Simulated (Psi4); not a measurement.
**SnH2 (SMILES [H][Sn][H]): HF/def2-SVP (core potential, sweep point 6)**

Aim: the vertical electron affinity of SnH2 at HF/def2-SVP (core potential, sweep point 6), from 2 runs. 

The results are computed with Psi4 1.11.

4 further runs of the same task are left out: 4 set aside as unsound or not needed.

## (1) The molecule

The species is SnH2 (3 atoms), meant as a singlet with charge 0. As SMILES, `[H][Sn][H]`. The shape comes from GFN2-xTB, which is rough for such elements, and wasn't checked as a minimum.

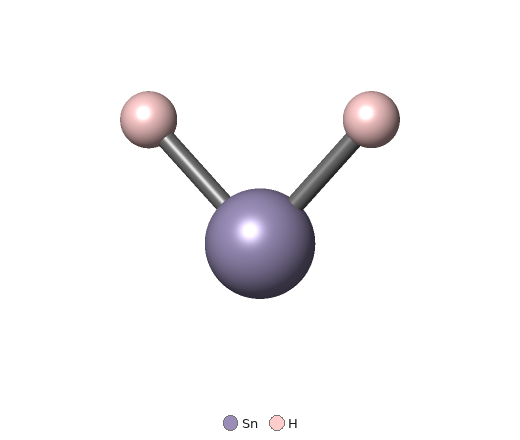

The structure, seen from a chosen angle (tin purple, hydrogen pink).

## (2) A single-point energy at HF/def2-SVP (core potential, sweep point 6)

The input, input.inp:

```
memory 1.6 GB

molecule {
  0 1
  Sn     0.005160    -0.008860    -0.870070
  H      1.236480    -0.017770     0.442810
  H     -1.241640     0.026630     0.427260
  symmetry c1
}

set basis def2-SVP
set puream true
set scf_type pk
set d_convergence 1e-08
set e_convergence 1e-08

energy_value, wavefunction = energy("hf", return_wfn=True)
```

On the command line:

```bash
$ psi4 -i input.inp -o input.out -n 1
```

input.out, shortened:

```text
[...]
    !!!  WARNING: ECP capability is in beta. Please check occupations closely.  !!!
[...]
  Running in c1 symmetry.
[...]
  Nuclear repulsion =   13.150224996113385
[...]
  Multiplicity = 1
[...]
  Nalpha       = 12
  Nbeta        = 12
[...]
    Number of basis functions: 36
[...]
   @RHF iter   1:  -214.44938935319428   -1.78823e+00   4.64197e-03 ADIIS/DIIS
[...]
   @RHF iter  10:  -214.46663049384040   -7.95808e-13   4.26331e-09 DIIS
[...]
    Orbital Energies [Eh]
    ---------------------
    Doubly Occupied:
       1A     -5.862834     2A     -4.057382     3A     -4.047457
       4A     -4.043582     5A     -1.323510     6A     -1.319331
       7A     -1.315061     8A     -1.308984     9A     -1.303395
      10A     -0.610873    11A     -0.399584    12A     -0.322500
[...]
  @RHF Final Energy:  -214.46663049384040
   => Energetics <=
    Nuclear Repulsion Energy =             13.1502249961133852
    One-Electron Energy =                -403.4047249779551976
    Two-Electron Energy =                 175.7878694880014336
    Total Energy =                       -214.4666304938403982
[...]
 Multipole Moments:
 ------------------------------------------------------------------------------------
     Multipole            Electronic (a.u.)      Nuclear  (a.u.)        Total (a.u.)
 ------------------------------------------------------------------------------------
 L = 1.  Multiply by 2.5417464519 to convert [e a0] to [Debye]
 Dipole X            :         -0.0257795            0.0241694           -0.0016101
 Dipole Y            :         -4.2640125            3.9541868           -0.3098257
 Dipole Z            :          0.0000001            0.0000000            0.0000001
 Magnitude           :                                                    0.3098299
[...]
```

Run time: 1.4 s. Hardware: 1 thread of Intel Xeon Gold 6455B (Sapphire Rapids), shared host; peak memory 0.19 GiB.

## (3) The doublet anion at the same level

The input, calc.dat:

```
memory 1.6 GB

molecule {
  -1 2
  Sn     0.005160    -0.008860    -0.870070
  H      1.236480    -0.017770     0.442810
  H     -1.241640     0.026630     0.427260
  symmetry c1
}

set globals {
  reference     uhf
  puream        true
  scf_type      pk
  d_convergence 1e-08
  e_convergence 1e-08
  maxiter       150
}

energy("hf/def2-SVP")
print_variables()
```

On the command line:

```bash
$ psi4 -n 1 calc.dat calc.out
```

calc.out:

```text
[...]
    !!!  WARNING: ECP capability is in beta. Please check occupations closely.  !!!
[...]
  Running in c1 symmetry.
[...]
  Nuclear repulsion =   13.150224996113385
[...]
  Multiplicity = 2
[...]
  Nalpha       = 13
  Nbeta        = 12
[...]
    Number of basis functions: 36
[...]
   @UHF iter   1:  -214.42997030026385   -1.76881e+00   7.21040e-03 ADIIS/DIIS
[...]
   @UHF iter  13:  -214.48683422397011   -5.40012e-13   2.44209e-09 DIIS
[...]
   @S^2 Observed:                7.641976770E-01
[...]
    Orbital Energies [Eh]
    ---------------------
    Alpha Occupied:
       1A     -5.605614     2A     -3.796598     3A     -3.792612
       4A     -3.788748     5A     -1.060255     6A     -1.058707
       7A     -1.057902     8A     -1.054602     9A     -1.052061
      10A     -0.399538    11A     -0.178603    12A     -0.106552
      13A     -0.037152
    Alpha Virtual:
      14A      0.306255    15A      0.360590    16A      0.474082
      17A      0.568708    18A      0.572609    19A      0.580398
      20A      0.705560    21A      0.708599    22A      0.721344
      23A      0.804003    24A      0.825009    25A      1.031855
[...]
  @UHF Final Energy:  -214.48683422397011
   => Energetics <=
    Nuclear Repulsion Energy =             13.1502249961133852
    One-Electron Energy =                -409.4128033002788243
    Two-Electron Energy =                 181.7757440801953521
    Total Energy =                       -214.4868342239701064
  UHF NO Occupations:
  HONO-2 :   11  A 1.9989680
  HONO-1 :   12  A 1.9942836
[...]
 Multipole Moments:
 ------------------------------------------------------------------------------------
     Multipole            Electronic (a.u.)      Nuclear  (a.u.)        Total (a.u.)
 ------------------------------------------------------------------------------------
 L = 1.  Multiply by 2.5417464519 to convert [e a0] to [Debye]
 Dipole X            :         -0.0267656            0.0241694           -0.0025962
 Dipole Y            :         -4.4369845            3.9541868           -0.4827977
 Dipole Z            :         -0.0000001            0.0000000           -0.0000001
 Magnitude           :                                                    0.4828047
[...]
```

Wall time 1.5 s (1 thread of Intel Xeon Gold 6455B (Sapphire Rapids), shared host); peak memory 0.19 GiB.

## (4) Outcome

At HF/def2-SVP (core potential, sweep point 6):

| quantity | value |
| --- | --- |
| singlet SnH2: total energy | -214.46663 Eh |
| singlet SnH2: dipole moment | 0.79 D |
| singlet SnH2: HOMO energy | -8.78 eV |
| singlet SnH2: LUMO energy | -0.12 eV |
| singlet SnH2: HOMO–LUMO gap | 8.66 eV |
| doublet anion: total energy | -214.48683 Eh |
| doublet anion: HOMO energy (highest over α and β) | -1.01 eV |
| doublet anion: LUMO energy (lowest over α and β) | 6.84 eV |
| doublet anion: ⟨S²⟩ | 0.764 |
| vertical electron affinity (to the doublet anion) | 0.550 eV |

At fixed nuclei the extra electron is bound by 0.55 eV (12.7 kcal/mol). The basis has no diffuse functions, so the error can be as large as this value.
